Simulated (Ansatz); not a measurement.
These are PBE (plane waves to 420 eV, PAW; Ansatz, an electronic-structure program) values and carry that method's errors.

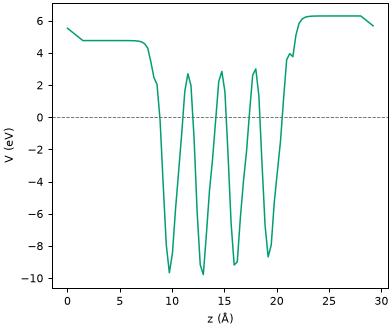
*Electrostatic potential energy of an electron, averaged over planes parallel to the surface, in eV from the Fermi level, for the (111)A surface of zinc-blende GaP, Ga-terminated, H on every top atom (bottom of the slab: 3 H on 4 bottom sites)*

Set-up: 39 atoms, 13.4 Å thick at the start with caps and adatoms (thin: gaps and levels are the slab's own); mesh 3x3x1; 0.025 eV smearing; dipole correction on; 8 atoms held, the rest relaxed; symmetry of the start imposed; spin-polarised, no spin-orbit, no U. The slab shows no gap over 0.04 eV on its mesh. The starting moment vanished. It is one candidate, not shown to be the stable structure of the face.

Question: The surface cell has an area of 52.53 Å². What dipole along the normal does the step between the two vacuum levels imply?

Answer: the top vacuum level lies 1.53 eV above the bottom one; p = −ε₀ A ΔV (ε₀ = 0.005526 e/(V·Å)) gives -0.44 e·Å a cell.
